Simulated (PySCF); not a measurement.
**Pb(NH2)4: other spin states and a change of charge**

Aim: at the relaxed geometry of Pb(NH2)4, try other spin states and a change of charge. It is a constructed species; whether it can be made isn't addressed.

The runs use PySCF 2.14.0; B3LYP, Pb def2-SVP with ECP60, N def2-SVP, H def2-SVP; scalar-relativistic core potentials, no spin–orbit coupling.

2 further runs of the same task are left out: 1 for a known fault of the program, 1 that didn't finish.

### 1 Starting geometry

13 atoms, charge 0, spin multiplicity 1.

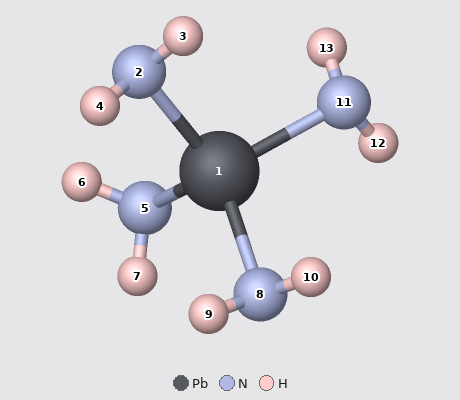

The structure; lead dark grey, nitrogen light blue, hydrogen pink; atoms are numbered from 1 in the order of the file.

Geometry (Å):

```xyz
13

Pb    0.07135    0.08108   -0.05869
N    -0.12948   -1.33907    1.59813
H    -0.41228   -0.78787    2.41600
H     0.81046   -1.68079    1.82489
N    -0.17179   -1.04679   -1.90498
H    -0.14464   -2.04159   -1.66072
H     0.65493   -0.87370   -2.48527
N     1.89115    1.28756   -0.23874
H     2.68101    0.70040    0.04867
H     1.82673    2.01558    0.48037
N    -1.52523    1.52350    0.25207
H    -1.56572    2.10250   -0.59322
H    -2.40113    0.99055    0.23982
```

Formal oxidation states: Pb +4. An earlier session relaxed this geometry at B3LYP, Pb def2-SVP with ECP60, N def2-SVP, H def2-SVP (singlet, point group C1).

Its energy there is -416.521500 Eh.

### 2 Multiplicity 3 at the relaxed geometry

File run.py (the lines that set the calculation):

```python
mol = gto.M(atom='''
Pb     0.07135     0.08108    -0.05869
N     -0.12948    -1.33907     1.59813
H     -0.41228    -0.78787     2.41600
H      0.81046    -1.68079     1.82489
N     -0.17179    -1.04679    -1.90498
H     -0.14464    -2.04159    -1.66072
H      0.65493    -0.87370    -2.48527
N      1.89115     1.28756    -0.23874
H      2.68101     0.70040     0.04867
H      1.82673     2.01558     0.48037
N     -1.52523     1.52350     0.25207
H     -1.56572     2.10250    -0.59322
H     -2.40113     0.99055     0.23982''',
    basis={'Pb': 'def2-SVP', 'N': 'def2-SVP', 'H': 'def2-SVP'},
    ecp={'Pb': 'def2-SVP'},
    charge=0, spin=2)
mf = dft.UKS(mol, xc='B3LYP')
mf.grids.atom_grid = (50, 194)
mf = mf.density_fit()  # fitting sets: Pb def2-universal-JKFIT, N def2-universal-JKFIT, H def2-universal-JKFIT
mf.conv_tol = 1e-08; mf.max_cycle = 55
mf.kernel(dm0)  # dm0: free metal ions and neutral atoms
```

Command:

```
$ OMP_NUM_THREADS=2 python run.py
```

Output:

```text
init E= -422.590676821571
cycle= 1 E= -415.900794061067  delta_E= 6.69  |g|= 0.965  |ddm|= 3.35
cycle= 2 E= -415.292984437888  delta_E= 0.608  |g|= 1.47  |ddm|= 2.89
cycle= 3 E= -416.267915357515  delta_E= -0.975  |g|= 0.506  |ddm|= 1.86
cycle= 4 E= -416.245456600394  delta_E= 0.0225  |g|= 0.481  |ddm|= 1.13
cycle= 5 E= -416.373435431706  delta_E= -0.128  |g|= 0.222  |ddm|= 1.01
cycle= 6 E= -416.397398158562  delta_E= -0.024  |g|= 0.122  |ddm|= 0.307
cycle= 7 E= -416.397942381729  delta_E= -0.000544  |g|= 0.118  |ddm|= 0.202
cycle= 8 E= -416.4064748612  delta_E= -0.00853  |g|= 0.0303  |ddm|= 0.201
cycle= 9 E= -416.406874096608  delta_E= -0.000399  |g|= 0.0175  |ddm|= 0.052
cycle= 10 E= -416.407047266519  delta_E= -0.000173  |g|= 0.00571  |ddm|= 0.0312
cycle= 11 E= -416.407062317291  delta_E= -1.51e-05  |g|= 0.00648  |ddm|= 0.0192
cycle= 12 E= -416.407079767627  delta_E= -1.75e-05  |g|= 0.0054  |ddm|= 0.0124
cycle= 13 E= -416.407097540368  delta_E= -1.78e-05  |g|= 0.00365  |ddm|= 0.0171
cycle= 14 E= -416.407107708786  delta_E= -1.02e-05  |g|= 0.00141  |ddm|= 0.015
cycle= 15 E= -416.407109134531  delta_E= -1.43e-06  |g|= 0.000533  |ddm|= 0.00486
cycle= 16 E= -416.407109401411  delta_E= -2.67e-07  |g|= 6.14e-05  |ddm|= 0.00372
cycle= 17 E= -416.407109406994  delta_E= -5.58e-09  |g|= 2.7e-05  |ddm|= 0.000298
Extra cycle  E= -416.407109404589  delta_E= 2.4e-09  |g|= 8.05e-05  |ddm|= 0.000175
converged SCF energy = -416.407109404589  <S^2> = 2.0185464  2S+1 = 3.0123389
```

It took 20 s on 2 threads of Intel Xeon Platinum 8375C at 2.90GHz (Ice Lake), shared host.

It gives: E = -416.407109 Eh (+3.113 eV from the relaxed state), HOMO -3.37 eV, LUMO -4.91 eV (over both spins), ⟨S²⟩ = 2.019, Mulliken charge on Pb1 +0.50 e. An empty level of one spin lies below a filled level of the other.

### 3 One electron removed, multiplicity 2

Changes to run.py (the lines that set the calculation) since step 2:

```diff
@@ -16,3 +16,3 @@
     ecp={'Pb': 'def2-SVP'},
-    charge=0, spin=2)
+    charge=1, spin=1)
 mf = dft.UKS(mol, xc='B3LYP')
@@ -21,2 +21,2 @@
 mf.conv_tol = 1e-08; mf.max_cycle = 55
-mf.kernel(dm0)  # dm0: free metal ions and neutral atoms
+mf.kernel(dm0)  # dm0: the density of the relaxed state
```

Command:

```
$ OMP_NUM_THREADS=2 python run.py
```

Output:

```text
init E= -416.526089251388
  HOMO = -0.242274036619  LUMO = -0.233167159784  gap/eV = 0.24781
cycle= 1 E= -416.14784334377  delta_E= 0.378  |g|= 0.301  |ddm|= 0.659
  HOMO = -0.405296351173  LUMO = -0.404240026579  gap/eV = 0.02874
cycle= 2 E= -415.613213573666  delta_E= 0.535  |g|= 1.01  |ddm|= 1.37
  HOMO = -0.43866957894  LUMO = -0.421574878911  gap/eV = 0.46517
cycle= 3 E= -416.176317885888  delta_E= -0.563  |g|= 0.243  |ddm|= 1.21
  HOMO = -0.417905821872  LUMO = -0.405800429788  gap/eV = 0.32940
cycle= 4 E= -416.204836881011  delta_E= -0.0285  |g|= 0.0582  |ddm|= 0.225
  HOMO = -0.416278735367  LUMO = -0.395292491364  gap/eV = 0.57106
cycle= 5 E= -416.205360548505  delta_E= -0.000524  |g|= 0.0629  |ddm|= 0.144
  HOMO = -0.418716805767  LUMO = -0.3916442093  gap/eV = 0.73668
cycle= 6 E= -416.206667858453  delta_E= -0.00131  |g|= 0.0404  |ddm|= 0.11
  HOMO = -0.420441248734  LUMO = -0.390541549823  gap/eV = 0.81361
cycle= 7 E= -416.207457573844  delta_E= -0.00079  |g|= 0.0196  |ddm|= 0.0598
  HOMO = -0.422320920839  LUMO = -0.389953872755  gap/eV = 0.88075
cycle= 8 E= -416.207686741542  delta_E= -0.000229  |g|= 0.00534  |ddm|= 0.0262
  HOMO = -0.42290739579  LUMO = -0.389065571413  gap/eV = 0.92088
cycle= 9 E= -416.207720145987  delta_E= -3.34e-05  |g|= 0.00246  |ddm|= 0.014
  HOMO = -0.422727450276  LUMO = -0.388763286827  gap/eV = 0.92421
cycle= 10 E= -416.207732862268  delta_E= -1.27e-05  |g|= 0.00147  |ddm|= 0.0108
  HOMO = -0.422743419905  LUMO = -0.388716648633  gap/eV = 0.92592
cycle= 11 E= -416.207737872224  delta_E= -5.01e-06  |g|= 0.00159  |ddm|= 0.00865
  HOMO = -0.42275926519  LUMO = -0.38874277768  gap/eV = 0.92564
cycle= 12 E= -416.207741706999  delta_E= -3.83e-06  |g|= 0.00155  |ddm|= 0.00779
  HOMO = -0.422701582991  LUMO = -0.388725950614  gap/eV = 0.92452
cycle= 13 E= -416.207748166675  delta_E= -6.46e-06  |g|= 0.000973  |ddm|= 0.0148
  HOMO = -0.422608489032  LUMO = -0.388745820856  gap/eV = 0.92145
cycle= 14 E= -416.207752229892  delta_E= -4.06e-06  |g|= 0.000632  |ddm|= 0.0142
  HOMO = -0.422556751513  LUMO = -0.388761315476  gap/eV = 0.91962
cycle= 15 E= -416.207754034131  delta_E= -1.8e-06  |g|= 0.000448  |ddm|= 0.0098
  HOMO = -0.422479378117  LUMO = -0.388753354339  gap/eV = 0.91773
cycle= 16 E= -416.207755127745  delta_E= -1.09e-06  |g|= 0.000233  |ddm|= 0.0103
  HOMO = -0.422451036573  LUMO = -0.388767231507  gap/eV = 0.91658
cycle= 17 E= -416.207755361989  delta_E= -2.34e-07  |g|= 0.000188  |ddm|= 0.00614
  HOMO = -0.422455400357  LUMO = -0.388765907071  gap/eV = 0.91674
cycle= 18 E= -416.207755491484  delta_E= -1.29e-07  |g|= 0.000126  |ddm|= 0.0023
  HOMO = -0.422451667032  LUMO = -0.388764406112  gap/eV = 0.91668
cycle= 19 E= -416.207755503264  delta_E= -1.18e-08  |g|= 8.99e-05  |ddm|= 0.00104
  HOMO = -0.42246130217  LUMO = -0.388746987581  gap/eV = 0.91741
cycle= 20 E= -416.20775560797  delta_E= -1.05e-07  |g|= 0.000112  |ddm|= 0.00328
  HOMO = -0.422484634088  LUMO = -0.388737085369  gap/eV = 0.91832
cycle= 21 E= -416.207755651025  delta_E= -4.31e-08  |g|= 3.09e-05  |ddm|= 0.00331
  HOMO = -0.422481081183  LUMO = -0.388733870644  gap/eV = 0.91831
cycle= 22 E= -416.207755658159  delta_E= -7.13e-09  |g|= 2.2e-05  |ddm|= 0.00141
  HOMO = -0.422474717553  LUMO = -0.388734574073  gap/eV = 0.91812
Extra cycle  E= -416.207755656183  delta_E= 1.98e-09  |g|= 6.59e-05  |ddm|= 0.000102
converged SCF energy = -416.207755656183  <S^2> = 0.81172703  2S+1 = 2.0608028
```

Wall time 16 s (2 threads of Intel Xeon Platinum 8375C at 2.90GHz (Ice Lake), shared host).

It gives: E = -416.207756 Eh (+8.537 eV from the relaxed state), HOMO -11.50 eV, LUMO -10.58 eV (over both spins), ⟨S²⟩ = 0.812, Mulliken charge on Pb1 +0.75 e. 

### 4 One electron added, multiplicity 2

Changes to run.py (the lines that set the calculation) since step 3:

```diff
@@ -16,3 +16,3 @@
     ecp={'Pb': 'def2-SVP'},
-    charge=1, spin=1)
+    charge=-1, spin=1)
 mf = dft.UKS(mol, xc='B3LYP')
```

Command:

```
$ OMP_NUM_THREADS=2 python run.py
```

Output:

```text
init E= -416.525783402665
  HOMO = -0.0686136386103  LUMO = -0.0625127017785  gap/eV = 0.16601
cycle= 1 E= -416.488600020279  delta_E= 0.0372  |g|= 0.203  |ddm|= 2.02
  HOMO = 0.126158742832  LUMO = 0.177682653987  gap/eV = 1.40204
cycle= 2 E= -416.475567516059  delta_E= 0.013  |g|= 0.284  |ddm|=  1.2
  HOMO = 0.0847298833359  LUMO = 0.143394817735  gap/eV = 1.59635
cycle= 3 E= -416.514045411818  delta_E= -0.0385  |g|= 0.0339  |ddm|= 0.611
  HOMO = 0.0797970856183  LUMO = 0.140185363561  gap/eV = 1.64325
cycle= 4 E= -416.514643105606  delta_E= -0.000598  |g|= 0.0121  |ddm|= 0.0684
  HOMO = 0.0782076196987  LUMO = 0.139955019553  gap/eV = 1.68023
cycle= 5 E= -416.514714966585  delta_E= -7.19e-05  |g|= 0.00433  |ddm|= 0.0222
  HOMO = 0.0780391425887  LUMO = 0.140210907832  gap/eV = 1.69178
cycle= 6 E= -416.514721151354  delta_E= -6.18e-06  |g|= 0.00343  |ddm|= 0.00991
  HOMO = 0.0779895500416  LUMO = 0.140424532056  gap/eV = 1.69894
cycle= 7 E= -416.514727442164  delta_E= -6.29e-06  |g|= 0.000505  |ddm|= 0.00511
  HOMO = 0.0780418551995  LUMO = 0.140541122644  gap/eV = 1.70069
cycle= 8 E= -416.514727634958  delta_E= -1.93e-07  |g|= 0.000239  |ddm|= 0.00156
  HOMO = 0.0780454482774  LUMO = 0.140558019824  gap/eV = 1.70105
cycle= 9 E= -416.514727659967  delta_E= -2.5e-08  |g|= 0.000172  |ddm|= 0.000556
  HOMO = 0.0780436253922  LUMO = 0.140561798207  gap/eV = 1.70121
cycle= 10 E= -416.514727675915  delta_E= -1.59e-08  |g|= 3.56e-05  |ddm|= 0.000274
  HOMO = 0.0780412837302  LUMO = 0.140561337796  gap/eV = 1.70126
cycle= 11 E= -416.514727677013  delta_E= -1.1e-09  |g|= 1.18e-05  |ddm|= 0.000101
  HOMO = 0.0780421992238  LUMO = 0.140562064549  gap/eV = 1.70125
Extra cycle  E= -416.514727676952  delta_E= 6.12e-11  |g|= 1.89e-05  |ddm|= 3.97e-05
converged SCF energy = -416.514727676952  <S^2> = 0.75645456  2S+1 = 2.0064442
```

Run time: 9.6 s. Hardware: 2 threads of Intel Xeon Platinum 8375C at 2.90GHz (Ice Lake), shared host.

It gives: E = -416.514728 Eh (+0.184 eV from the relaxed state), HOMO 2.12 eV, LUMO 3.82 eV (over both spins), ⟨S²⟩ = 0.756, Mulliken charge on Pb1 +0.45 e. The highest filled level lies above zero; it isn't the detachment energy.

### 5 Results

| state | energy from the relaxed state (eV) | ⟨S²⟩ | time |
| --- | --- | --- | --- |
| charge 0, singlet, vacuum (relaxed) | 0 | 0.00 |  |
| charge -1, doublet, vacuum | 0.18 | 0.76 | 9.6 s |
| charge 0, triplet, vacuum | 3.11 | 2.02 | 20 s |
| charge +1, doublet, vacuum | 8.54 | 0.81 | 16 s |

An electron taken off or put on is at rest in vacuum. 

Removing an electron vertically costs 8.54 eV (doublet), against −HOMO = 6.47 eV. Adding an electron vertically costs 0.18 eV (doublet). The triplet lies 3.11 eV above at this geometry. The bases are small and lack diffuse functions. Spin–orbit coupling is left out.
